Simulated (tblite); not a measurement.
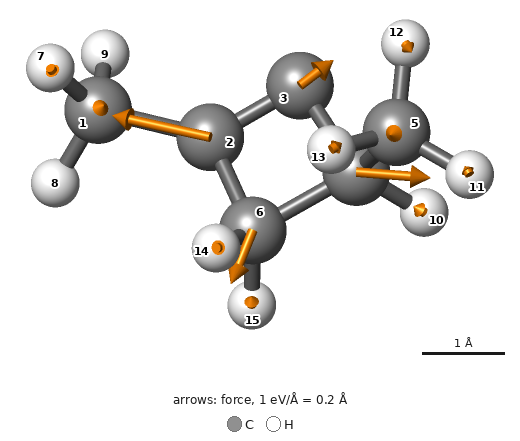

Starting geometry of C₆H₉ (multiplicity 2) with the computed forces as orange arrows. Style: ball-and-stick. Shown at a tilt.

All numbers below come from tblite 0.8.0, GFN2-xTB geometry optimisation, gas phase. 

What follows when this structure is relaxed?

It isn't relaxed: the largest force vector, on a C atom, is 6.66 eV/Å. The final displacements have little in common with the starting forces (cosine between the two patterns 0.13). The largest move after the best rigid fit is that of an H atom, 0.90 Å. By element the largest moves are H 0.90 Å, C 0.14 Å. Near-neighbour distances that change, for instance: C–C 1.468 → 1.555 Å, C–C 1.442 → 1.527 Å, C–C 1.528 → 1.477 Å, C–C 1.276 → 1.324 Å. Bond angles that change, for instance: C–C–C 131.9° → 139.0°, C–C–C 92.1° → 98.0°, H–C–H 114.4° → 108.6°. Groups turn about C–C by about 45°, C–C by about 30°. Over 99 geometry steps the energy falls by 0.741 eV.
